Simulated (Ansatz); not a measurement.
```xyz
13

B    -1.5902    2.3744    0.9182
N    -1.5971    0.8225    0.6466
Si    0.2979    0.0930    0.3653
O     1.1721   -1.4378    0.1464
C     1.1500   -2.1695   -1.1133
H    -0.4361    2.8174    0.8136
H    -2.1770    0.6487   -0.1898
H    -2.0657    0.3417    1.4284
H     0.6200    1.0593   -0.7715
H     0.8358    0.5696    1.6918
H     1.3146   -1.5075   -1.9870
H     0.1923   -2.7067   -1.2495
H     1.9659   -2.9070   -1.0677
```

These are results of RKS PBE-D4/6-31G (Ansatz 0.2.0), not measurements.

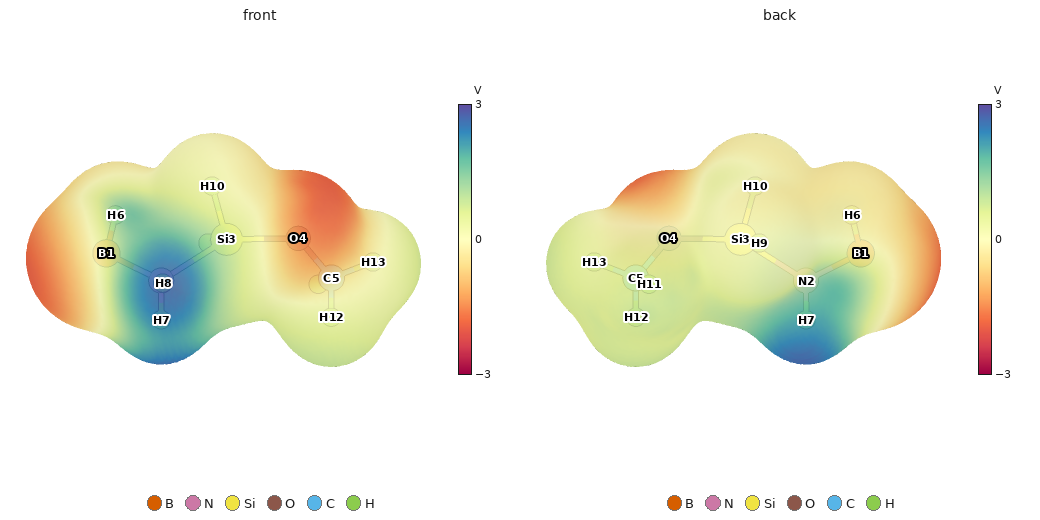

CH8BNOSi. The molecular electrostatic potential painted on the density surface at 0.002 e/bohr³, seen from the front and from behind; red is negative and blue positive.

Where is the surface potential most negative and most positive?

Answer. The most negative region (about −1.9 V, or −44 kcal/mol for a unit charge) lies over O4, the most positive (about +2.7 V, or +62 kcal/mol for a unit charge) over H7 and H8. O4 is the likeliest acceptor of a hydrogen bond.
